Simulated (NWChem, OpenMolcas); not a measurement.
C2H4BCl: a line through the functionals

C2H4BCl: 8 atoms, total charge 0, spin state singlet. SMILES: `C=CBCl`. The coordinates come from a PBE0-D4/def2-TZVP relaxation. This is one conformer, not always the lowest.

The HOMO–LUMO gap y, in eV, basis def2-SVPD; a is the functional's share of exact exchange. Programs: NWChem 7.3.0, OpenMolcas 26.06.

```
functional     program     a  y (eV)
       PBE      NWChem     0    4.05
    r2SCAN  OpenMolcas     0    4.59
     B3LYP  OpenMolcas   0.2    5.96
      PBE0  OpenMolcas  0.25       ?
     BHLYP  OpenMolcas   0.5    8.44
```

Q: Fit y = c + s·a to the known rows and predict PBE0.

A: 
1. Means of the 4 rows: a = 0.1750, y = 5.760.
2. Σ(Δa)² = 0.1675, Σ(Δa·Δy) = 1.38, so the slope is 1.38/0.1675 = 8.2388.
3. Intercept: 5.760 − (8.2388) × 0.1750 = 4.318. The largest residual of the fit is 0.27.
4. PBE0: 4.318 + (8.2388) × 0.25 = 6.38 eV.

The run gave 6.38 eV, so the prediction is off by 0.00 eV: they agree to the digits shown. Exact exchange lowers occupied levels and raises empty ones. The rows mix families of semi-local functionals, which the line can't see.

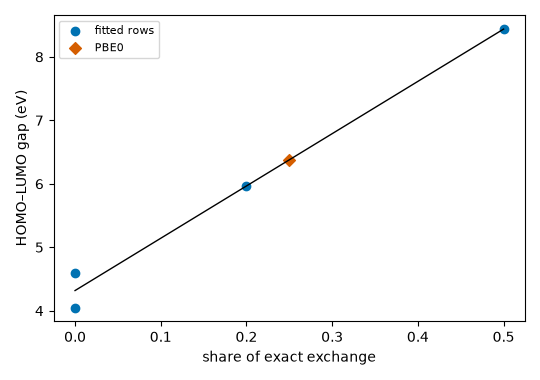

The fitted line, with the withheld row.
